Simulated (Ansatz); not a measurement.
**What do other settings change for twisted 2H-MoSe2/1T-TaS2 bilayer, 21.79° (42 atoms)?**

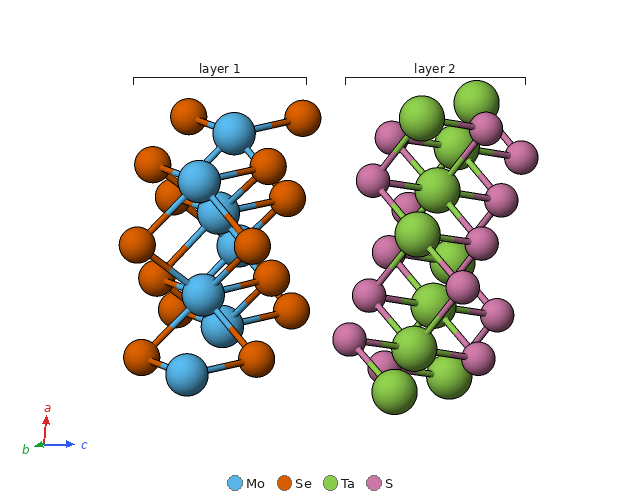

The cell (molybdenum blue, selenium orange, tantalum green, sulfur pink). Some periodic images of atoms are drawn too.

The cell holds 42 atoms: 7 Mo, 14 Se, 7 Ta and 14 S. Its edges and angles: a = 8.797 Å, b = 8.797 Å, c = 21.570 Å, α = 90.0°, β = 90.0°, γ = 120.0°. It derives from MoSe2 and TaS2. 2H-MoSe2 (a = 3.29 Å) under 1T-TaS2 (a = 3.36 Å), bilayer, commensurate cell of 7 unit cells a layer, twist 21.79 deg, both strained to the mean lattice constant; facing planes 3.17 Å apart; 12 Å of vacuum; layers as built, displaced by a Gaussian of 0.01 Å. Regions: layer 1, 21 atoms (7 Mo and 14 Se); layer 2, 21 atoms (7 Ta and 14 S). Vacuum lies along c.

Geometry: as built.

Reference run: Kohn-Sham DFT, PBE+D3(BJ), PAW (set soft_2), plane waves (Ansatz 0.2.0), cutoff 420 eV, k-mesh 2×2×1, gaussian smearing of 0.05 eV.

```
r.m.s. force component                           : 0.2134 eV/Å
spacing of highest filled and lowest empty level : 0.0071 eV
SCF cycles                                       : 20
time                                             : 50 s on 4 threads of Intel Xeon 6975P-C (Granite Rapids), shared host
```

Q: Estimate how much each variant changes the results, and its time and memory.
- support functions low
- support functions medium
- support functions medium, spacing 0.427 Å
- support functions medium, spacing 0.356 Å

Differences are against the plane-wave reference (Kohn-Sham DFT, PBE+D3(BJ), PAW (set soft_2), plane waves), whose r.m.s. force component is 0.213 eV/Å. Energies are set beside the reference only for runs with its functional, potentials and electron count. Times are for 4 threads of Intel Xeon 6975P-C (Granite Rapids), shared host. The reference's time includes the DOS, ELF and grids, which some other runs skip.

```
                                      run  Δ force, r.m.s. (meV/Å)  share of r.m.s. force (%)  Δ energy (meV/atom)  cycles     time  host memory (GiB)
                                reference                        -                          -                    -      20     50 s                6.8
                    support functions low                    0.888                      0.416               -0.664      17  8.9 min                3.5
                 support functions medium                    0.838                      0.393               -0.666      19    6 min                3.5
support functions medium, spacing 0.427 Å                      148                       69.3                  577      21  2.4 min                1.9
support functions medium, spacing 0.356 Å                     7.79                       3.65                -7.27      26  3.8 min                2.1
```

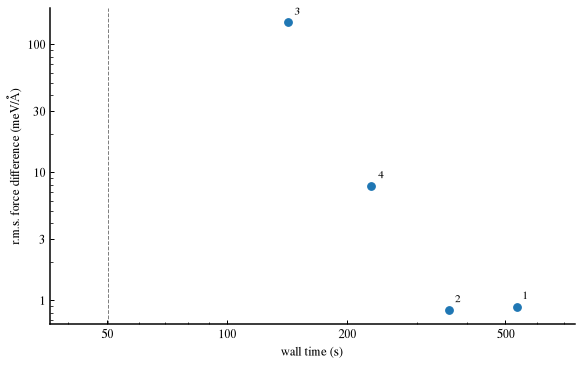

Force difference from the reference against wall time; the dashed line marks the reference's time. Points: 1 support functions low; 2 support functions medium; 3 support functions medium, spacing 0.427 Å; 4 support functions medium, spacing 0.356 Å.

Among numerical settings the force difference runs from 0.84 meV/Å (support functions medium) to 148 meV/Å (support functions medium, spacing 0.427 Å). At 42 atoms the fastest of the runs at a preset level, support functions medium, takes roughly 7.2 times the time of plane waves (whose run also made extra analyses, so the like-for-like ratio is larger), in 19 SCF cycles against 20. Differences between support functions and plane waves include what basis error the plane-wave run still has. The slab bears a dipole and has periodic images along its normal, so a spurious field crosses the vacuum. The electron count is odd and the run has no spin polarisation.

[Logs are printed without paths, hosts, clocks, repeated set-up lines and the standing remarks that a program may print on its own settings, such as how far it seeks lower states.]

[Hosts, paths, dates, database ids (printed as entryN), source tags and the programs' standing remarks are cut or masked in the printed files.]
